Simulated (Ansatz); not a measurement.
A series of calculations on BH₃OClF

### Relaxation

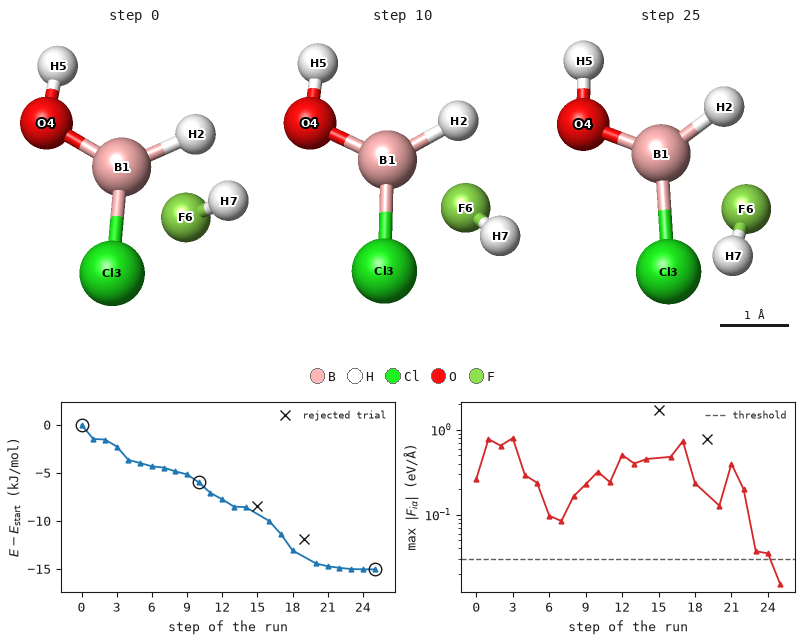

Frames of a relaxation of BH3OClF, marked on the history of the run. Style: ball-and-stick. Shown from a free direction.

The run prepares an end point of a later path (reaction) calculation, from a guessed geometry.

Theory: RKS B3LYP/def2-SVP in Ansatz 0.2.0. Settings: no spin polarisation; force threshold 0.03 eV/Å; at most 50 steps.

What happens along the run?

Answer. Over 23 accepted moves (25 points after the start) the energy falls by 15.0 kJ/mol. The largest force component goes from 0.26 to 0.015 eV/Å. The line search rejected the trial steps at points 15, 19 of the run. The atom that moves furthest after the best rigid fit is H7 (0.95 Å). Largest moves by element: H 0.95 Å, Cl 0.46 Å, F 0.39 Å, B 0.21 Å, O 0.11 Å. Near-neighbour distances that change, for instance: B1–Cl3 1.764 → 1.791 Å, F6–H7 0.927 → 0.933 Å. Bond angles that change, for instance: Cl3–B1–O4 119.1° → 116.9°. The run took 66 s on 1 thread of Arm Neoverse V2, with other jobs on the host, peak memory 0.16 GiB. From step 0 to 10: H7 moves most (0.55 Å), energy −5.99 kJ/mol. From step 10 to 25: H7 moves most (0.56 Å), energy −9.05 kJ/mol.

```json
{"step": "0", "E − E(0), kJ/mol": "0.00", "largest force component, eV/Å": "0.2645", "note": ""}
{"step": "1", "E − E(0), kJ/mol": "-1.47", "largest force component, eV/Å": "0.7749", "note": ""}
{"step": "2", "E − E(0), kJ/mol": "-1.53", "largest force component, eV/Å": "0.6491", "note": ""}
{"step": "3", "E − E(0), kJ/mol": "-2.25", "largest force component, eV/Å": "0.7963", "note": ""}
{"step": "4", "E − E(0), kJ/mol": "-3.65", "largest force component, eV/Å": "0.2917", "note": ""}
{"step": "5", "E − E(0), kJ/mol": "-3.97", "largest force component, eV/Å": "0.2375", "note": ""}
{"step": "6", "E − E(0), kJ/mol": "-4.31", "largest force component, eV/Å": "0.0972", "note": ""}
{"step": "7", "E − E(0), kJ/mol": "-4.45", "largest force component, eV/Å": "0.0841", "note": ""}
{"step": "8", "E − E(0), kJ/mol": "-4.84", "largest force component, eV/Å": "0.1642", "note": ""}
{"step": "9", "E − E(0), kJ/mol": "-5.15", "largest force component, eV/Å": "0.2275", "note": ""}
{"step": "10", "E − E(0), kJ/mol": "-5.99", "largest force component, eV/Å": "0.3201", "note": ""}
{"step": "11", "E − E(0), kJ/mol": "-7.08", "largest force component, eV/Å": "0.2413", "note": ""}
{"step": "12", "E − E(0), kJ/mol": "-7.75", "largest force component, eV/Å": "0.5049", "note": ""}
{"step": "13", "E − E(0), kJ/mol": "-8.50", "largest force component, eV/Å": "0.3998", "note": ""}
{"step": "14", "E − E(0), kJ/mol": "-8.56", "largest force component, eV/Å": "0.4517", "note": ""}
{"step": "15", "E − E(0), kJ/mol": "-8.40", "largest force component, eV/Å": "1.6862", "note": "rejected"}
{"step": "16", "E − E(0), kJ/mol": "-9.99", "largest force component, eV/Å": "0.4793", "note": ""}
{"step": "17", "E − E(0), kJ/mol": "-11.35", "largest force component, eV/Å": "0.7341", "note": ""}
{"step": "18", "E − E(0), kJ/mol": "-13.06", "largest force component, eV/Å": "0.2339", "note": ""}
{"step": "19", "E − E(0), kJ/mol": "-11.91", "largest force component, eV/Å": "0.7687", "note": "rejected"}
{"step": "20", "E − E(0), kJ/mol": "-14.42", "largest force component, eV/Å": "0.1277", "note": ""}
{"step": "21", "E − E(0), kJ/mol": "-14.71", "largest force component, eV/Å": "0.3966", "note": ""}
{"step": "22", "E − E(0), kJ/mol": "-14.88", "largest force component, eV/Å": "0.1993", "note": ""}
{"step": "23", "E − E(0), kJ/mol": "-15.00", "largest force component, eV/Å": "0.0372", "note": ""}
{"step": "24", "E − E(0), kJ/mol": "-15.03", "largest force component, eV/Å": "0.0350", "note": ""}
{"step": "25", "E − E(0), kJ/mol": "-15.03", "largest force component, eV/Å": "0.0154", "note": ""}
```

### Relaxation

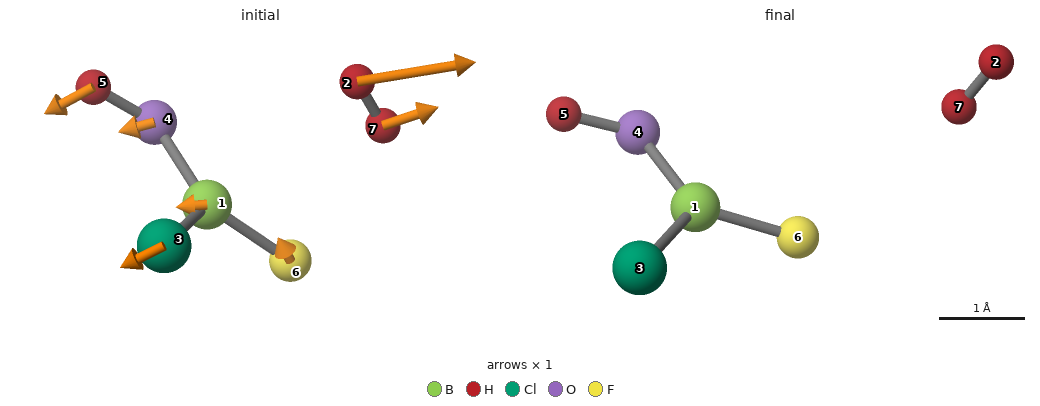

The structure of BH₃OClF before (left) and after (right) a relaxation, at one scale. The orange arrows give the displacements, at their true length.

A ball-and-stick model, seen at a tilt.

The run prepares an end point of a later path (reaction) calculation, from a guessed geometry.

Computed with RKS B3LYP/def2-SVP (Ansatz 0.2.0). Set-up: no spin polarisation; force threshold 0.03 eV/Å; at most 50 steps.

### What changed between the two?

Over 22 accepted moves (26 points after the start) the energy falls by 17.5 kJ/mol. The largest force component goes from 1.7 to 0.018 eV/Å. The line search rejected the trial steps at points 2, 11, 14, 20 of the run. The forces were under the threshold at step 13, but the run went on from there. H2 moves most after the best rigid fit: 1.43 Å. By element the largest moves are H 1.43 Å, Cl 0.60 Å, O 0.45 Å, B 0.38 Å, F 0.37 Å. Near-neighbour distances that change, for instance: H2–H7 0.717 → 0.761 Å. The run took 63 s on 1 thread of Arm Neoverse V2 (shared host), peak memory 0.16 GiB.

### Path

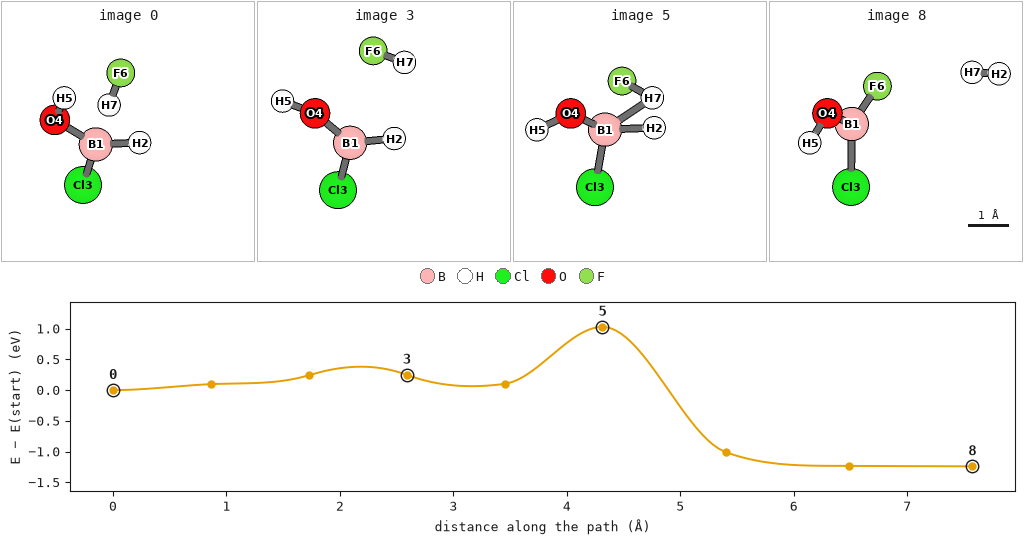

A search for the minimum-energy path of BH3OClF, made up at the start of BH₂OCl and HF by the nudged elastic band. Images are numbered from 0 (start) to 8 (end). A ball-and-stick model, seen from a free direction.

Computed with RKS B3LYP/def2-SVP (Ansatz 0.2.0). Settings: 7 movable images; climbing image; force threshold 0.05 eV/Å; iteration limit 60; starting path through a guess of the saddle point.

> What happens along the path, and what is the barrier?

Forward barrier 1.03 eV, backward barrier 2.27 eV, with image 5 at the top; the reaction energy is −1.24 eV. The profile has 2 maxima (images 3, 5) with a dip at image 4 (+0.10 eV), so the process runs in steps. The path has more than one stage, and so few images may leave a stage unresolved. Breaking: B1–H2 (1.20 → 1.35 at the top → 4.02 Å), F6–H7 (0.93 → 1.17 at the top → 2.57 Å). Forming: B1–F6 (2.77 → 1.65 at the top → 1.32 Å), H2–H7 (2.99 → 1.04 at the top → 0.76 Å). The band converged in 31 iterations. The largest component of the band force went from 75 to 0.048 eV/Å. The climbing image converged on the top of the path. Its vibrational analysis gives one imaginary mode (1198i cm⁻¹), as a transition state must have.

Limits of the set-up: the start holds two separate molecules, 2.3 Å apart at their closest, whose relative position is a soft coordinate and is computed without a dispersion correction.

Cost: 7.2 min on 1 thread of Arm Neoverse V2, on a shared host, peak memory 0.16 GiB.
